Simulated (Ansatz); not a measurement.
**CH₄BF₃: geometry relaxation (part 4 of 4)**

The same run, continued: CH₄BF₃ (disordered cell, 36 atoms in the cell); DFT PBE, scalar-relativistic, plane waves, PAW, no spin polarisation (Ansatz 0.2.0); cutoff 420 eV, 1×1×1 k-mesh, Fermi–Dirac smearing of 0.05 eV. It belongs to a series of runs on one base structure; here: start relaxed.

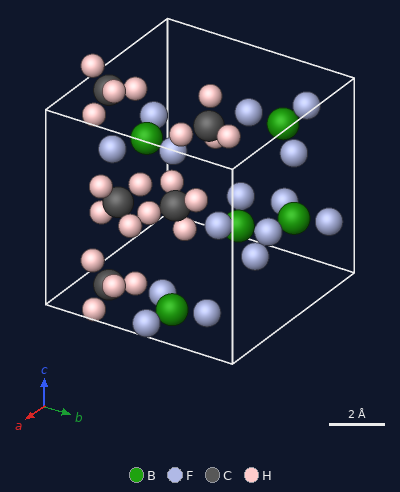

Fig. 1: The geometry at step 13 of the log (spheres-only view of the cell of the calculation, seen at an oblique angle).

Trajectory as extended XYZ, continued
```
36
Lattice="8.1433 0.0000 0.0000 0.0000 8.1433 0.0000 0.0000 0.0000 8.1433" Properties=species:S:1:pos:R:3:forces:R:3 step=13 energy=-11598.46459
B     4.4618    6.0000    3.3903   -0.1207   0.0214  -0.0653
F     5.6554    5.9189    3.9483    0.0923  -0.0006   0.0229
F     4.3010    6.6249    2.2344    0.0299  -0.0158   0.0308
F     3.4191    5.4262    3.9745   -0.0029  -0.0075   0.0032
B     3.0213    1.0638    4.8697   -0.0747   0.0126  -0.0339
F     3.2452    2.3639    4.8511   -0.0254  -0.0308   0.0257
F     4.0247    0.2217    4.6379   -0.0100  -0.0146   0.0154
F     1.8138    0.5846    5.1203    0.1056   0.0301   0.0149
B     8.1957    5.5457    1.5061    0.0516   0.0235  -0.0789
F     7.7810    6.8005    1.5557   -0.0203  -0.0189   0.0383
F     9.4911    5.2742    1.4619   -0.0532  -0.0169   0.0244
F     7.3121    4.5560    1.4755    0.0414   0.0350   0.0145
B     0.6948    5.4902    5.7464    0.0453   0.0452   0.1874
F     1.1202    4.2741    6.0518   -0.0524   0.1421   0.0884
F     0.5210    6.4000    6.7063    0.0100  -0.2894  -0.2615
F     0.4404    5.7940    4.4854   -0.0397   0.0930   0.0045
C     1.7985    1.5185    1.6149    0.0370  -0.0164   0.0566
H     1.8652    2.4621    2.1726    0.0053  -0.0851  -0.0403
H     2.7715    1.0067    1.6177   -0.1029   0.0556   0.0057
H     1.5144    1.7389    0.5799    0.0066   0.0021   0.0025
H     1.0354    0.8691    2.0617    0.0638   0.0613  -0.0191
C     5.5596    1.0752    8.0847    0.0149  -0.0085  -0.0013
H     6.2672    1.7527    8.5755   -0.0047  -0.0084  -0.0026
H     5.3481    0.2279    8.7443    0.0121   0.0156  -0.0067
H     5.9975    0.7108    7.1488   -0.0046   0.0041   0.0101
H     4.6326    1.6202    7.8736    0.0087  -0.0061   0.0001
C     4.6860    4.8644    7.3351   -0.0154   0.0018  -0.0456
H     4.1957    4.6044    8.2793    0.0038   0.0038  -0.0222
H     4.9846    5.9191    7.3609   -0.0100  -0.0603  -0.0125
H     3.9903    4.6959    6.5047    0.0482   0.0093   0.0580
H     5.5683    4.2280    7.1987   -0.0357   0.0419   0.0118
C     6.9117    2.3629    4.4234   -0.1091   0.0746  -0.2235
H     6.7833    1.5455    3.6891    0.0113   0.2602   0.2308
H     7.5257    2.0093    5.2577    0.0062  -0.0146  -0.0117
H     5.9270    2.6845    4.8044    0.2609  -0.0758  -0.1432
H     7.4173    3.2142    3.9334   -0.1733  -0.2633   0.1221
```

Results in brief

```csv
quantity,value
outcome,converged
electrons treated,128
free energy,−11598.4646 eV
Fermi energy,−1.521 eV
gap on the k-point mesh,7.20 eV
final volume,540.00 Å³
largest force (length of the vector) at the end,0.390 eV/Å
hardware,"1 thread of AMD EPYC (Zen 3), 16 GiB of memory available, shared host"
wall time,38 s
peak memory,0.69 GiB
```

The program warns: the exchange-correlation potential is rough where the density is thin. The input asks for low accuracy. The k-point mesh is coarse for a cell of this size, so the results may not be converged.
